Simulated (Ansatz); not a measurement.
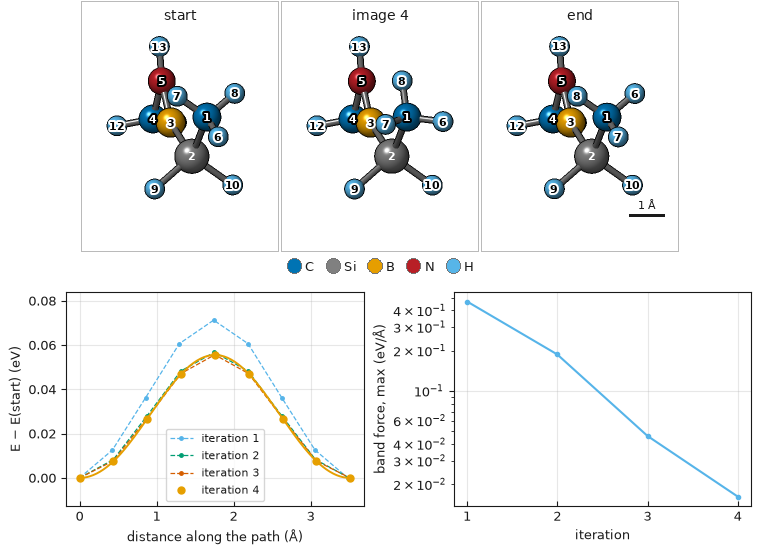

NEB run on C2H8BNSi. Images are numbered from 0 (start) to 8 (end). The plot follows the band through its iterations. The picture is a ball-and-stick view, seen from a free direction.

Computed with RKS PBE0-D4/def2-mTZVP in Ansatz.

The input:
```yaml
crystal:
  periodic: [false, false, false]
  atoms:
    - { symbol: C, position_ang: [-2.252788, -0.258279, -0.474031] }
    - { symbol: Si, position_ang: [-0.539102, -1.037169, -0.509355] }
    - { symbol: B, position_ang: [0.889038, 0.152265, 0.210216] }
    - { symbol: C, position_ang: [2.371928, 0.514928, 0.605802] }
    - { symbol: "N", position_ang: [1.18614, 1.352987, 0.742447] }
    - { symbol: H, position_ang: [-3.006796, -0.938858, -0.875703] }
    - { symbol: H, position_ang: [-2.279996, 0.65799, -1.068089] }
    - { symbol: H, position_ang: [-2.545467, -0.001029, 0.546537] }
    - { symbol: H, position_ang: [-0.181926, -1.410392, -1.910722] }
    - { symbol: H, position_ang: [-0.541978, -2.303218, 0.282828] }
    - { symbol: H, position_ang: [2.820658, 0.141917, 1.526244] }
    - { symbol: H, position_ang: [3.102326, 0.813567, -0.145854] }
    - { symbol: H, position_ang: [0.998263, 2.280592, 1.084481] }
basis:
  gaussian: { orbitals: def2-mTZVP }
hamiltonian:
  xc: pbe0
  dispersion: d4
neb:
  order_check: false
  images: 7
  f_tol: 0.03
  max_iterations: 46
  initial_path: idpp
  final_atoms:
    - { symbol: C, position_ang: [-2.25123614, -0.25106087, -0.49261122] }
    - { symbol: Si, position_ang: [-0.52113364, -0.9826612, -0.61903281] }
    - { symbol: B, position_ang: [0.88598597, 0.14768443, 0.22574893] }
    - { symbol: C, position_ang: [2.36519523, 0.49211615, 0.65157283] }
    - { symbol: "N", position_ang: [1.16460471, 1.2862955, 0.88878273] }
    - { symbol: H, position_ang: [-2.54483834, -0.11581291, 0.55102505] }
    - { symbol: H, position_ang: [-2.99225469, -0.89895151, -0.96623646] }
    - { symbol: H, position_ang: [-2.30112548, 0.72514711, -0.9805993] }
    - { symbol: H, position_ang: [-0.16335415, -1.18805632, -2.05455776] }
    - { symbol: H, position_ang: [-0.49452988, -2.33070982, 0.02332098] }
    - { symbol: H, position_ang: [2.82823584, 0.02643579, 1.5216756] }
    - { symbol: H, position_ang: [3.08399541, 0.88828523, -0.06595717] }
    - { symbol: H, position_ang: [0.96075517, 2.16658942, 1.33166959] }
```

Command:
```bash
ansatz run input.yaml --threads 2 --pin off --max-ram 3072MiB --backend cpu --events-out ev --progress --plain --runs-dir out
```

> Judge this run.

The result is final at these settings. The band converged in 4 iterations. The largest component of the band force went from 0.47 to 0.016 eV/Å. The climbing image converged on the top of the path. Its vibrational analysis gives one imaginary mode (156i cm⁻¹), as a transition state must have. The first iteration put the highest image at 0.071 eV. The barrier is about 0.056 eV in both directions, with image 4 at the top; the ends have the same energy.

The run took 2.8 min on 2 threads of Intel(R) Xeon(R) Platinum 8259CL CPU @ 2.50GHz (Skylake/Cascade Lake), with other jobs on the host, peak memory 0.3 GiB.
